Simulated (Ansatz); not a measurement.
# Run report: BH$_{3}$Cl (charge −1), geometry relaxation

The run: geometry relaxation of BH$_{3}$Cl, charge −1. Method and program: RKS PBE0-D4/def2-TZVPD (Ansatz 0.2.0).

The geometry: GFN2-xTB start.

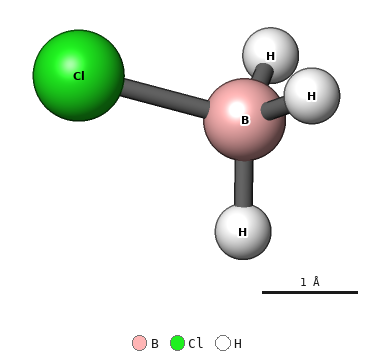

Fig. 1: The input geometry (ball-and-stick view, seen at a tilt). Bond lengths as drawn: B–Cl 1.87 Å and B–H 1.21 Å.

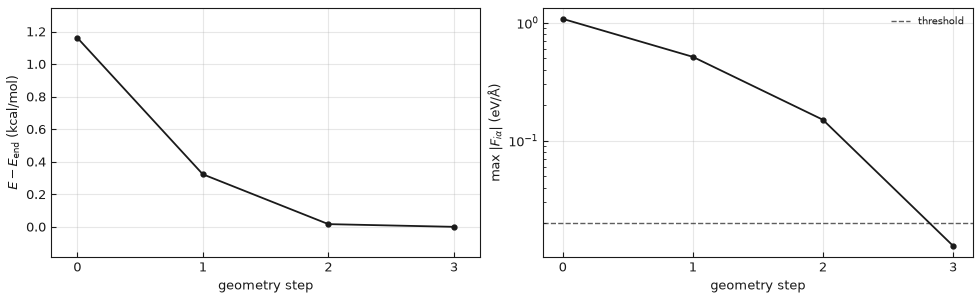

Fig. 2: Progress of the relaxation, step by step (the first geometry is step 0 here and step 1 in the log).

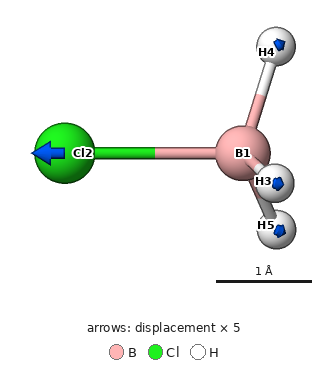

Fig. 3: The starting structure with the displacements as blue arrows, magnified 5 times (ball-and-stick view, seen on its broad side). The two geometries are laid on each other by the best rigid fit. The energy falls by 1.16 kcal/mol in 3 geometry steps. Largest force component: 1.1 eV/Å at the start, 0.013 eV/Å at the end. The largest move after the best rigid fit is that of Cl2, 0.072 Å. Largest moves by element: Cl 0.072 Å, H 0.024 Å, B 0.012 Å. Among the contacts that change: B1–Cl2 1.875 → 1.958 Å, B1–H3 1.207 → 1.221 Å. (Atoms are counted from 1 in the order of the input.)

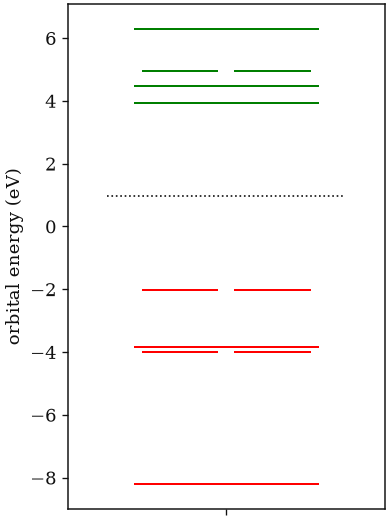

Fig. 4: Orbital energies near the frontier; the dotted line parts filled from empty levels, and levels within 0.02 eV of each other stand side by side. Highest filled −2.02 eV, lowest empty 3.94 eV, 5.96 eV apart.

These pictures come from the run below.

Input:
```yaml
crystal:
  periodic: [false, false, false]
  atoms:
    - {symbol: B, position_ang: [-0.001280, 0.001630, -0.167010]}
    - {symbol: Cl, position_ang: [0.013600, -0.021140, 1.707330]}
    - {symbol: H, position_ang: [1.152300, 0.011380, -0.522240]}
    - {symbol: H, position_ang: [-0.586640, 1.005700, -0.497000]}
    - {symbol: H, position_ang: [-0.577980, -0.997580, -0.521080]}
basis:
  gaussian: {orbitals: def2-TZVPD}
total_charge: -1
hamiltonian: {xc: pbe0, dispersion: d4}
scf: {lower_state_search: "off"}
output: {orbitals: {seedname: orbitals}}
relax: {f_tol: 0.02, max_steps: 100}
```

Run as:
```bash
ansatz run in.yaml --threads 4 --pin off --events-out ev --progress --plain --max-ram 3916MiB
```

What the program printed:
```
Functional definition: PBE0
  name "PBE0"
  cite "Adamo & Barone, J. Chem. Phys. 110, 6158 (1999) doi:10.1063/1.478522"
  cite "Perdew, Burke & Ernzerhof, Phys. Rev. Lett. 77, 3865 (1996) doi:10.1103/PhysRevLett.77.3865"
  parent pbe
  parameter a = 0.25
  parameter kappa = 0.804
  parameter beta = 0.06672455060314922
  exchange = (1 - a)*pbe_x(kappa = kappa, mu = beta*pi^2/3) + a*exact_x
  correlation = pbe_c(beta = beta)
these checks for a lower state are left out or cut short: stability, starts, cluster_reference, orbital_swaps, neighbouring_geometries, increment
626 factors; their error is unknown
mean field evaluation 1: about -13243.1196 eV, gradient 2.7e1 eV
mean field evaluation 2: about -13243.1373 eV, gradient 2.9e1 eV
mean field evaluation 4: about -13245.2199 eV, gradient 9.9e-1 eV
mean field evaluation 8: about -13245.2481 eV, gradient 1.2e-2 eV
mean field evaluation 16: about -13245.2481 eV, gradient 1.5e-6 eV
mean field -13245.24811706 eV, -486.7538903505 hartree, gradient 1.5e-6 eV, S^2 0.000000; 0 other end points of the search recorded, 0 dependent functions left out
the calculation of the forces begins
reference -13245.24815436 eV, -486.7538917209 hartree; 13, 13 occupied and 97, 97 virtual orbitals, 626 factors
relax step   1: F+E_penalty+E_count = -13245.31053973 eV  Δ(F+E_penalty+E_count) = +0.000e0 eV  max|allowed force component| = 1.082e0 eV/Å  Δτ_max = 0.0000 Å  (14 SCF iters, accepted)
these checks for a lower state are left out or cut short: stability, starts, cluster_reference, orbital_swaps, neighbouring_geometries, increment
626 factors; their error is unknown
mean field -13245.28447672 eV, -486.7552265433 hartree, gradient 1.3e-6 eV, S^2 0.000000; 0 other end points of the search recorded, 0 dependent functions left out
the calculation of the forces begins
reference -13245.28451381 eV, -486.7552279061 hartree; 13, 13 occupied and 97, 97 virtual orbitals, 626 factors
relax step   2: F+E_penalty+E_count = -13245.34692062 eV  Δ(F+E_penalty+E_count) = -3.638e-2 eV  max|allowed force component| = 5.151e-1 eV/Å  Δτ_max = 0.0488 Å  (20 SCF iters, accepted)
these checks for a lower state are left out or cut short: stability, starts, cluster_reference, orbital_swaps, neighbouring_geometries, increment
626 factors; their error is unknown
mean field -13245.29796136 eV, -486.7557220947 hartree, gradient 1.3e-6 eV, S^2 0.000000; 0 other end points of the search recorded, 0 dependent functions left out
the calculation of the forces begins
reference -13245.29799878 eV, -486.7557234696 hartree; 13, 13 occupied and 97, 97 virtual orbitals, 626 factors
relax step   3: F+E_penalty+E_count = -13245.36020264 eV  Δ(F+E_penalty+E_count) = -1.328e-2 eV  max|allowed force component| = 1.507e-1 eV/Å  Δτ_max = 0.0363 Å  (18 SCF iters, accepted)
these checks for a lower state are left out or cut short: stability, starts, cluster_reference, orbital_swaps, neighbouring_geometries, increment
626 factors; their error is unknown
mean field evaluation 32: about -13245.2727 eV, gradient 6.2e-4 eV
mean field -13245.29862836 eV, -486.7557466065 hartree, gradient 1.4e-6 eV, S^2 0.000000; 0 other end points of the search recorded, 0 dependent functions left out
the calculation of the forces begins
reference -13245.29866571 eV, -486.7557479791 hartree; 13, 13 occupied and 97, 97 virtual orbitals, 626 factors
relax step   4: F+E_penalty+E_count = -13245.36092323 eV  Δ(F+E_penalty+E_count) = -7.206e-4 eV  max|allowed force component| = 1.286e-2 eV/Å  Δτ_max = 0.0081 Å  (21 SCF iters, accepted)
Total energy: -13245.36096058 eV, -486.7580372732 hartree
Atom 0 at    -0.001404     0.002190    -0.178537 Å, force     0.000053    -0.000082     0.006985 eV/Å
Atom 1 at     0.013995    -0.021847     1.779469 Å, force    -0.000102     0.000159    -0.012860 eV/Å
Atom 2 at     1.164212     0.011596    -0.542771 Å, force     0.010716     0.000024     0.001874 eV/Å
Atom 3 at    -0.592675     1.015852    -0.516626 Å, force    -0.005370     0.009205     0.002117 eV/Å
Atom 4 at    -0.584128    -1.007800    -0.541535 Å, force    -0.005298    -0.009306     0.001884 eV/Å
Dipole moment:     0.003803    -0.005937     0.483603 e Å
Checks for a lower state left out: stability, starts, cluster_reference, orbital_swaps, neighbouring_geometries, increment
```

Trajectory as extended XYZ (Å, eV, eV/Å), 4 frames, from step=1 to step=4:
```
5
Properties=species:S:1:pos:R:3:forces:R:3 step=1 energy=-13245.31054
B    -0.0013    0.0016   -0.1670   -0.0100   0.0290  -0.3722
Cl    0.0136   -0.0211    1.7073    0.0079  -0.0132   1.0817
H     1.1523    0.0114   -0.5222    0.3127   0.0029  -0.2411
H    -0.5866    1.0057   -0.4970   -0.1505   0.2561  -0.2266
H    -0.5780   -0.9976   -0.5211   -0.1600  -0.2748  -0.2417
5
Properties=species:S:1:pos:R:3:forces:R:3 step=2 energy=-13245.34692
B    -0.0011    0.0017   -0.1503   -0.0073   0.0159  -0.5151
Cl    0.0138   -0.0217    1.7561    0.0035  -0.0053   0.4348
H     1.1525    0.0116   -0.5443    0.1279  -0.0004   0.0253
H    -0.5869    1.0059   -0.5186   -0.0603   0.1032   0.0307
H    -0.5784   -0.9976   -0.5430   -0.0638  -0.1134   0.0244
5
Properties=species:S:1:pos:R:3:forces:R:3 step=3 energy=-13245.36020
B    -0.0015    0.0023   -0.1866    0.0013  -0.0023   0.1507
Cl    0.0140   -0.0219    1.7808   -0.0005   0.0007  -0.0561
H     1.1653    0.0116   -0.5405    0.0277   0.0006  -0.0317
H    -0.5932    1.0168   -0.5143   -0.0145   0.0247  -0.0312
H    -0.5847   -1.0088   -0.5393   -0.0141  -0.0237  -0.0317
5
Properties=species:S:1:pos:R:3:forces:R:3 step=4 energy=-13245.36092
B    -0.0014    0.0022   -0.1785    0.0001  -0.0001   0.0070
Cl    0.0140   -0.0218    1.7795   -0.0001   0.0002  -0.0129
H     1.1642    0.0116   -0.5428    0.0107   0.0000   0.0019
H    -0.5927    1.0159   -0.5166   -0.0054   0.0092   0.0021
H    -0.5841   -1.0078   -0.5415   -0.0053  -0.0093   0.0019
```

Results in brief:

- outcome: converged
- total energy: −13245.3610 eV
- mean-field energy: −13245.2987 eV
- dispersion energy: −0.0623 eV
- HOMO: −2.02 eV
- LUMO: 3.94 eV
- largest force (length of the vector) at the end: 0.013 eV/Å
- hardware: 4 threads of Arm Neoverse V1, 23 GiB of memory available, shared host
- wall time: 2.2 s (CPU time 7.2 s)
- peak memory: 0.16 GiB
